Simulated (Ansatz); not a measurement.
## A family of molecules: the atomisation energy (no zero-point term)

All atoms of one element are swapped for its congeners: C6H14 (hexane) `CCCCCC`; Si6H14 `[SiH3][SiH2][SiH2][SiH2][SiH2][SiH3]`; Ge6H14 `[GeH3][GeH2][GeH2][GeH2][GeH2][GeH3]`. All are singlets with charge 0.

Shapes, held fixed at every level: PBE0-D4/def2-TZVP. Flexible molecules stand in one conformer, not always the lowest. Programs: Ansatz 0.2.0. Values in eV.

```
             level  C6H14  Si6H14  Ge6H14
PBE0-D4/def2-TZVPP  82.45   59.48   53.68
wB97M-V/def2-TZVPP  82.11   60.01   53.79
 B2PLYP/def2-TZVPP  81.16   58.92   53.31
    MP2/def2-TZVPP  80.84   57.74   53.16
   CCSD/def2-TZVPP  79.45   58.19   53.65
CCSD(T)/def2-TZVPP  80.31   58.71   54.26
```

At CCSD(T)/def2-TZVPP the atomisation energy falls at every step, from 80.31 to 54.26 eV. Every level shows the same order. Relativity is left out for Ge unless named. Correlated rows may include outer-core shells of Ge, which these sets cover unevenly. Spin-orbit coupling, which grows down the group, is left out (summed over each molecule's free atoms 0.02, 0.11, 0.72 eV).

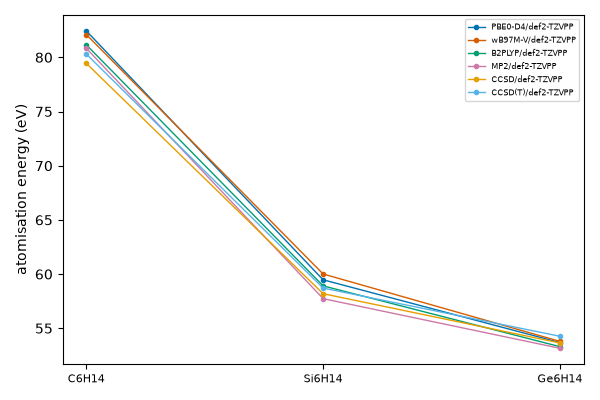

The trend along the series, level by level.
